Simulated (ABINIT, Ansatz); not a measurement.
# ZrPbO3 (Pm-3m): modes at Γ and the response to a field

Wanted: the vibrations of ZrPbO3 (Pm-3m) at Γ, by two programs.

Program: ABINIT 10.8.3. Level of theory: DFT LDA, scalar-relativistic, plane waves, PseudoDojo norm-conserving pseudopotentials. Results are calculated unless marked as measured.

## 1. The starting structure

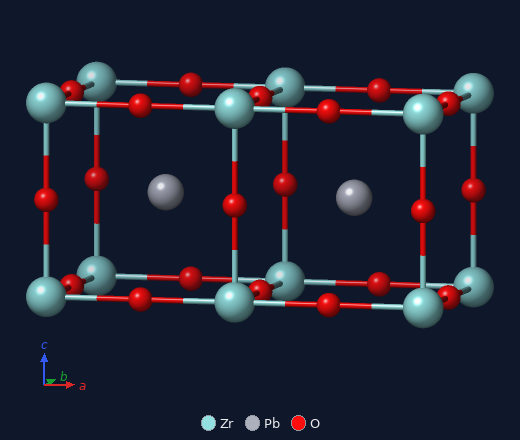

The cell as given, slightly off an axis (zirconium light teal, lead light grey, oxygen red). 2×1×1 cells are drawn. Some periodic images of atoms are drawn too.

## 2. A probe with smearing

A first run with smearing and empty bands tells whether the crystal has a gap, which decides between fixed occupations and smearing later on.

The input, probe.abi:

```
# ground state
tolvrs 1.0d-08
prtden 1
prtwf 1

# basis, mesh and filling
ecut 36.0
ngkpt 4 4 4
nshiftk 1
shiftk 0.0 0.0 0.0
istwfk *1
occopt 7
tsmear 0.005
nband 31
nstep 100
diemac 9.0
prtebands 0
prtgsr 0
useylm 1

# cell and atoms
acell 3*1.0 Angstrom
rprim 
    4.208933 0.0 0.0
    0.0 4.208933 0.0
    0.0 0.0 4.208933
ntypat 3
znucl 40 82 8
natom 5
typat 1 2 3 3 3
xred 
    0.0 0.0 0.0
    0.5 0.5 0.5
    0.5 0.0 0.0
    0.0 0.0 0.5
    0.0 0.5 0.0
pp_dirpath "./pseudo"
pseudos "Zr.upf, Pb.upf, O.upf"
```

Run with:

```console
> OMP_NUM_THREADS=1 mpirun -n 8 abinit probe.abi > probe.log
```

Numbers of over 12 decimals in the logs are rounded to 6 here.

probe.abo, the main output file:

```text
[banners, grids, parts of the stress and lines that vanish by symmetry left out]
- input  file    -> probe.abi
- output file    -> probe.abo
- root for input  files -> probei
[...]
Symmetries : space group Pm -3 m (#221); Bravais cP (primitive cubic)
[...]
mpw =        5232          nfft =       91125          nkpt =          10
[...]
== DATASET  1 ==================================================================
[...]
-    --> not optimal distribution: autoparal keyword recommended in input file <--
[...]
cutoff_energies: {ecut:  36.0, pawecutdg:  -1.0, }
[...]
ETOT  1  -170.07562744516    -1.701E+02 1.163E-01 1.884E+03
 ETOT  2  -168.83148957169     1.244E+00 2.694E-02 4.819E+03
 ETOT  3  -170.62398260249    -1.792E+00 1.335E-02 1.751E+02
 ETOT  4  -170.67242238711    -4.844E-02 1.528E-02 1.390E+01
 ETOT  5  -170.67528559134    -2.863E-03 2.935E-03 2.219E+00
[...]
ETOT 10  -170.67594033278    -3.382E-09 8.470E-04 9.173E-08
 ETOT 11  -170.67594033279    -9.237E-12 2.044E-04 1.240E-10
 At SCF step   11       vres2   =  1.24E-10 < tolvrs=  1.00E-08 =>converged.
[...]
sigma(1 1)=  4.07141311E-04  sigma(3 2)=  0.00000000E+00
  sigma(2 2)=  4.07141311E-04  sigma(3 1)=  0.00000000E+00
  sigma(3 3)=  4.07141311E-04  sigma(2 1)=  0.00000000E+00
[...]
convergence: {deltae: -9.237E-12, res2:  1.240E-10, residm:  2.044E-04, diffor: null, }
etotal    :  -1.70675940E+02
[...]
sigma(1 1)=  4.07141311E-04  sigma(3 2)=  0.00000000E+00
  sigma(2 2)=  4.07141311E-04  sigma(3 1)=  0.00000000E+00
  sigma(3 3)=  4.07141311E-04  sigma(2 1)=  0.00000000E+00
[...]
- sigma(1 1)=  1.19785109E+01  sigma(3 2)=  0.00000000E+00
- sigma(2 2)=  1.19785109E+01  sigma(3 1)=  0.00000000E+00
- sigma(3 3)=  1.19785109E+01  sigma(2 1)=  0.00000000E+00
[...]
fcart     -0.0000000000E+00 -0.0000000000E+00 -0.0000000000E+00
           strten      4.0714131104E-04  4.0714131104E-04  4.0714131104E-04
================================================================================

[key lines of the parts left out:]
pressure_GPa:  -1.1979E+01
```

Elapsed: 15 s, on 8 MPI ranks of Arm Neoverse V2, shared host; 2 min of CPU time.

Numbers from this step:

```yaml
volume_per_atom: 14.91 Å³
pressure: -11.98 GPa
gap_on_the_k_mesh: 2.168 eV
```

A gap of 2.2 eV opens on this mesh, so the crystal is taken as an insulator; the printed pressure holds the stress of the finite basis too.

## 3. Relaxation

The harmonic expansion needs vanishing forces, and a free crystal bears no stress, so cell and atoms are brought to rest. Stress is more sensitive to the basis than forces are: the last 3 Ha under the cutoff are smoothed with ecutsm, and the cutoff is raised above that of the later runs.

The input, relax.abi:

```
# relaxation
ionmov 2
optcell 2
dilatmx 1.08
ntime 40
tolmxf 1.0d-05
tolvrs 1.0d-14
prtwf 0
prtden 0
chksymtnons 0

# basis, mesh and filling
ecut 44.0
ecutsm 3.0
ngkpt 6 6 6
nshiftk 1
shiftk 0.0 0.0 0.0
istwfk *1
occopt 1
nband 22
nstep 100
diemac 9.0
prtebands 0
prtgsr 0
useylm 1

# cell and atoms
acell 3*1.0 Angstrom
rprim 
    4.208933 0.0 0.0
    0.0 4.208933 0.0
    0.0 0.0 4.208933
ntypat 3
znucl 40 82 8
natom 5
typat 1 2 3 3 3
xred 
    0.0 0.0 0.0
    0.5 0.5 0.5
    0.5 0.0 0.0
    0.0 0.0 0.5
    0.0 0.5 0.0
pp_dirpath "./pseudo"
pseudos "Zr.upf, Pb.upf, O.upf"
```

Run with:

```console
> OMP_NUM_THREADS=1 mpirun -n 8 abinit relax.abi > relax.log
```

relax.abo, the main output file:

```text
[banners, grids, parts of the stress and lines that vanish by symmetry left out]
- input  file    -> relax.abi
- output file    -> relax.abo
- root for input  files -> relaxi
[...]
Symmetries : space group Pm -3 m (#221); Bravais cP (primitive cubic)
[...]
mpw =        8858          nfft =      157464          nkpt =          20
[...]
== DATASET  1 ==================================================================
[...]
cutoff_energies: {ecut:  44.0, pawecutdg:  -1.0, }
[...]
ETOT  1  -169.70620044381    -1.697E+02 2.274E-01 7.551E+02
 ETOT  2  -170.66177963667    -9.556E-01 1.076E-01 1.392E+02
 ETOT  3  -170.67197082570    -1.019E-02 5.695E-03 3.159E+01
 ETOT  4  -170.65968901225     1.228E-02 5.522E-04 1.101E+02
 ETOT  5  -170.67440635284    -1.472E-02 7.332E-05 1.699E+01
[...]
At SCF step   20       vres2   =  4.50E-15 < tolvrs=  1.00E-14 =>converged.
[...]
sigma(1 1)=  3.83116924E-04  sigma(3 2)=  0.00000000E+00
  sigma(2 2)=  3.83116924E-04  sigma(3 1)=  0.00000000E+00
  sigma(3 3)=  3.83116924E-04  sigma(2 1)=  0.00000000E+00
[...]
convergence: {deltae: -7.475E-12, res2:  4.499E-15, residm:  8.207E-16, diffor: null, }
etotal    :  -1.70677483E+02
[...]
ETOT  1  -170.65070793482    -1.707E+02 3.512E-01 2.566E+02
[...]
At SCF step   16       vres2   =  2.80E-16 < tolvrs=  1.00E-14 =>converged.
[...]
sigma(1 1)=  2.16718038E-04  sigma(3 2)=  0.00000000E+00
  sigma(2 2)=  2.16718038E-04  sigma(3 1)=  0.00000000E+00
  sigma(3 3)=  2.16718038E-04  sigma(2 1)=  0.00000000E+00
[...]
convergence: {deltae: -4.718E-12, res2:  2.797E-16, residm:  7.286E-18, diffor: null, }
etotal    :  -1.70682674E+02
[...]
ETOT  1  -170.64072909314    -1.706E+02 1.023E-01 3.678E+02
[...]
At SCF step   17       vres2   =  7.84E-16 < tolvrs=  1.00E-14 =>converged.
[...]
sigma(1 1)= -2.54414415E-05  sigma(3 2)=  0.00000000E+00
  sigma(2 2)= -2.54414415E-05  sigma(3 1)=  0.00000000E+00
  sigma(3 3)= -2.54414415E-05  sigma(2 1)=  0.00000000E+00
[...]
convergence: {deltae: -1.819E-12, res2:  7.842E-16, residm:  6.038E-19, diffor: null, }
etotal    :  -1.70684694E+02
[...]
ETOT  1  -170.68420747381    -1.707E+02 1.116E-07 4.235E+00
[...]
At SCF step   15       vres2   =  5.82E-16 < tolvrs=  1.00E-14 =>converged.
[...]
sigma(1 1)=  1.33099875E-06  sigma(3 2)=  0.00000000E+00
  sigma(2 2)=  1.33099875E-06  sigma(3 1)=  0.00000000E+00
  sigma(3 3)=  1.33099875E-06  sigma(2 1)=  0.00000000E+00
[...]
convergence: {deltae: -7.731E-12, res2:  5.817E-16, residm:  6.290E-19, diffor: null, }
etotal    :  -1.70684718E+02
[...]
ETOT  1  -170.68471656284    -1.707E+02 1.218E-08 1.043E-02
[...]
ETOT 11  -170.68471781907    -6.651E-12 1.754E-17 5.952E-14
 ETOT 12  -170.68471781907     2.359E-12 1.167E-18 8.212E-15
 At SCF step   12       vres2   =  8.21E-15 < tolvrs=  1.00E-14 =>converged.
[...]
sigma(1 1)=  7.33044342E-09  sigma(3 2)=  0.00000000E+00
  sigma(2 2)=  7.33044343E-09  sigma(3 1)=  0.00000000E+00
  sigma(3 3)=  7.33044343E-09  sigma(2 1)=  0.00000000E+00
[...]
convergence: {deltae:  2.359E-12, res2:  8.212E-15, residm:  1.167E-18, diffor: null, }
etotal    :  -1.70684718E+02
[...]
At Broyd/MD step   5, gradients are converged :
[...]
sigma(1 1)=  7.33044342E-09  sigma(3 2)=  0.00000000E+00
  sigma(2 2)=  7.33044343E-09  sigma(3 1)=  0.00000000E+00
  sigma(3 3)=  7.33044343E-09  sigma(2 1)=  0.00000000E+00
[...]
- sigma(1 1)=  2.15669091E-04  sigma(3 2)=  0.00000000E+00
- sigma(2 2)=  2.15669092E-04  sigma(3 1)=  0.00000000E+00
- sigma(3 3)=  2.15669092E-04  sigma(2 1)=  0.00000000E+00
[...]
fcart     -0.0000000000E+00 -0.0000000000E+00 -0.0000000000E+00
           strten      7.3304434224E-09  7.3304434293E-09  7.3304434293E-09
================================================================================

[key lines of the parts left out:]
pressure_GPa:  -2.1567E-04
Total energy (etotal) [Ha]= -1.70684717819072E+02
```

It took 2.4 min on 8 MPI ranks; 19 min of CPU time.

The steps of the relaxation:

```
step  energy less that of the first step (eV)  largest force (eV/Å)  volume (Å³)
   1                                   0.0000                0.0000        74.56
   2                                  -0.1413                0.0000        72.02
   3                                  -0.1962                0.0000        69.04
   4                                  -0.1969                0.0000        69.33
   5                                  -0.1969                0.0000        69.32
```

```
conventional cell, symmetrised  before  after  change
                         a (Å)   4.209  4.108  -2.4 %
                         b (Å)   4.209  4.108  -2.4 %
                         c (Å)   4.209  4.108  -2.4 %
              volume (Å³/atom)   14.91  13.86  -7.0 %
```

Final coordinates:

```xyz
5
Lattice="4.1079 0.0000 0.0000 0.0000 4.1079 0.0000 0.0000 0.0000 4.1079" Properties=species:S:1:pos:R:3 pbc="T T T"
Zr    0.0000    0.0000    0.0000
Pb    2.0539    2.0539    2.0539
O     2.0539    0.0000    0.0000
O     0.0000    0.0000    2.0539
O     0.0000    2.0539    0.0000
```

Read from the output:

| Property | Result |
| --- | --- |
| volume per atom | 13.86 Å³ |
| pressure | -2.16e-4 GPa |

The volume changes by -7.0 % in this run and stands -7.0 % from the first cell.

## 4. Self-consistent run for the response

The response is built on these wavefunctions, so the potential is converged far more tightly than an energy would need. The mesh is shifted off Γ, since shifted meshes converge sums over the zone faster.

The input, gs.abi:

```
# ground state
tolvrs 1.0d-16
prtden 1
prtwf 1

# basis, mesh and filling
ecut 36.0
ngkpt 6 6 6
nshiftk 1
shiftk 0.5 0.5 0.5
istwfk *1
occopt 1
nband 22
nstep 100
diemac 9.0
prtebands 0
prtgsr 0
useylm 1

# cell and atoms
acell 3*1.0 Angstrom
rprim 
    4.107887443 0.0 0.0
    0.0 4.107887443 0.0
    0.0 0.0 4.107887443
ntypat 3
znucl 40 82 8
natom 5
typat 1 2 3 3 3
xred 
    0.0 0.0 0.0
    0.5 0.5 0.5
    0.5 0.0 0.0
    0.0 0.0 0.5
    0.0 0.5 0.0
pp_dirpath "./pseudo"
pseudos "Zr.upf, Pb.upf, O.upf"
```

Run with:

```console
> OMP_NUM_THREADS=1 mpirun -n 8 abinit gs.abi > gs.log
```

gs.abo, the main output file:

```text
[banners, grids, parts of the stress and lines that vanish by symmetry left out]
- input  file    -> gs.abi
- output file    -> gs.abo
- root for input  files -> gsi
[...]
Symmetries : space group Pm -3 m (#221); Bravais cP (primitive cubic)
[...]
mpw =        4848          nfft =       91125          nkpt =          10
[...]
== DATASET  1 ==================================================================
[...]
-    --> not optimal distribution: autoparal keyword recommended in input file <--
[...]
cutoff_energies: {ecut:  36.0, pawecutdg:  -1.0, }
[...]
ETOT  1  -169.71456120195    -1.697E+02 2.637E-01 6.410E+02
 ETOT  2  -170.65092391943    -9.364E-01 8.550E-03 8.798E+01
 ETOT  3  -170.65158915502    -6.652E-04 1.053E-03 1.129E+02
 ETOT  4  -170.65914685079    -7.558E-03 1.431E-03 9.372E+01
 ETOT  5  -170.68352254251    -2.438E-02 3.682E-04 2.120E-01
[...]
ETOT 21  -170.68367638819    -1.990E-13 7.231E-19 2.345E-16
 ETOT 22  -170.68367638819    -1.052E-12 6.138E-20 1.280E-17
 At SCF step   22       vres2   =  1.28E-17 < tolvrs=  1.00E-16 =>converged.
[...]
sigma(1 1)=  2.78637915E-05  sigma(3 2)=  0.00000000E+00
  sigma(2 2)=  2.78637915E-05  sigma(3 1)=  0.00000000E+00
  sigma(3 3)=  2.78637915E-05  sigma(2 1)=  0.00000000E+00
[...]
convergence: {deltae: -1.052E-12, res2:  1.280E-17, residm:  6.138E-20, diffor: null, }
etotal    :  -1.70683676E+02
[...]
sigma(1 1)=  2.78637915E-05  sigma(3 2)=  0.00000000E+00
  sigma(2 2)=  2.78637915E-05  sigma(3 1)=  0.00000000E+00
  sigma(3 3)=  2.78637915E-05  sigma(2 1)=  0.00000000E+00
[...]
- sigma(1 1)=  8.19781047E-01  sigma(3 2)=  0.00000000E+00
- sigma(2 2)=  8.19781047E-01  sigma(3 1)=  0.00000000E+00
- sigma(3 3)=  8.19781047E-01  sigma(2 1)=  0.00000000E+00
[...]
fcart     -0.0000000000E+00 -0.0000000000E+00 -0.0000000000E+00
           strten      2.7863791457E-05  2.7863791457E-05  2.7863791457E-05
================================================================================

[key lines of the parts left out:]
pressure_GPa:  -8.1978E-01
```

Wall time 17 s (8 MPI ranks); 2.3 min of CPU time.

Numbers from this step:

```yaml
pressure: -0.8198 GPa
```

The cell stands at -0.82 GPa: the relaxation ran with a smoothed and higher cutoff and on another k mesh.

## 5. Empty bands

Empty bands on the ground state's density check that the gap assumed so far is there in this cell.

The input, gap.abi:

```
# empty bands on the ground state's density
iscf -2
getden_filepath "gso_DEN"
tolwfr 1.0d-12
nbdbuf 2
prtwf 0

# basis, mesh and filling
ecut 36.0
ngkpt 6 6 6
nshiftk 1
shiftk 0.0 0.0 0.0
istwfk *1
occopt 1
nband 26
nstep 100
diemac 9.0
prtebands 0
prtgsr 0
useylm 1

# cell and atoms
acell 3*1.0 Angstrom
rprim 
    4.107887443 0.0 0.0
    0.0 4.107887443 0.0
    0.0 0.0 4.107887443
ntypat 3
znucl 40 82 8
natom 5
typat 1 2 3 3 3
xred 
    0.0 0.0 0.0
    0.5 0.5 0.5
    0.5 0.0 0.0
    0.0 0.0 0.5
    0.0 0.5 0.0
pp_dirpath "./pseudo"
pseudos "Zr.upf, Pb.upf, O.upf"
```

Run with:

```console
> OMP_NUM_THREADS=1 mpirun -n 8 abinit gap.abi > gap.log
```

gap.abo, the main output file:

```text
[banners, grids, parts of the stress and lines that vanish by symmetry left out]
- input  file    -> gap.abi
- output file    -> gap.abo
- root for input  files -> gapi
[...]
Symmetries : space group Pm -3 m (#221); Bravais cP (primitive cubic)
[...]
mpw =        4853          nfft =       91125          nkpt =          20
[...]
== DATASET  1 ==================================================================
[...]
cutoff_energies: {ecut:  36.0, pawecutdg:  -1.0, }
[...]
-outvars: echo values of variables after computation
            acell      1.8897261259E+00  1.8897261259E+00  1.8897261259E+00 Bohr
================================================================================
```

Wall time 17 s (8 MPI ranks).

Numbers from this step:

```yaml
gap_on_the_k_mesh: 2.373 eV
```

In this cell the gap on the mesh is 2.4 eV, direct, so fixed occupations hold.

[end of part 1 of 3]

[Host names and launcher messages were left out of these logs when they were recorded.]

[Logs are printed without paths, hosts, clocks, repeated set-up lines and the standing remarks that a program may print on its own settings, such as how far it seeks lower states.]

[Hosts, paths, dates, database ids (printed as entryN), source tags and the programs' standing remarks are cut or masked in the printed files.]
